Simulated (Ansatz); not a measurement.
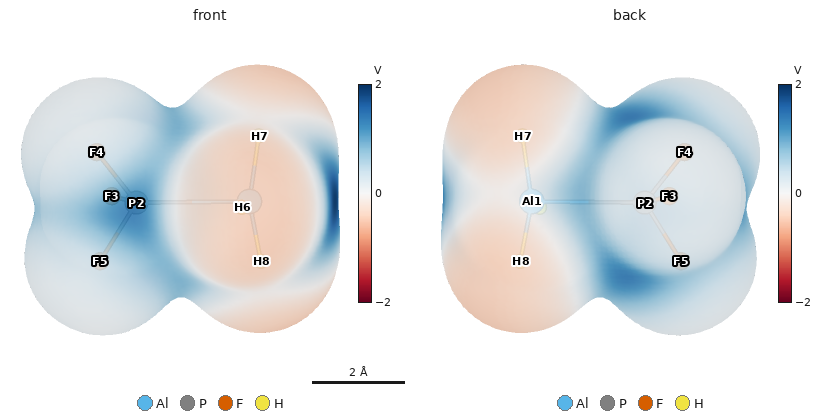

Figure. AlF₃H₃P. The molecular electrostatic potential painted on the density surface at 0.001 e/bohr³, seen from the front and from behind; the colour scale runs from red (negative) to blue (positive).

Geometry: PBE0-D4/def2-SVP; not at a stationary point (largest force 1.4 eV/Å).

These are results of RKS PBE0-D4/def2-TZVP in Ansatz, not measurements.

```yaml
atoms:
  - { symbol: Al, position_ang: [-0.0055, 0.0056, -1.4965] }
  - { symbol: P, position_ang: [-0.0034, -0.0006, 1.0107] }
  - { symbol: F, position_ang: [-1.3805, 0.0810, 1.7729] }
  - { symbol: F, position_ang: [0.7747, 1.1508, 1.7538] }
  - { symbol: F, position_ang: [0.6234, -1.2509, 1.7365] }
  - { symbol: H, position_ang: [1.5887, -0.0457, -1.5727] }
  - { symbol: H, position_ang: [-0.7556, 1.4100, -1.6067] }
  - { symbol: H, position_ang: [-0.8418, -1.3502, -1.5980] }
```

Question: Which sites attract a positive test charge, and which a negative one?

Answer: A positive charge is drawn to the negative regions and a negative charge to the positive ones. The most negative region (about −0.5 V) lies over H6, H7 and H8, the most positive (about +1.8 V) over Al1.
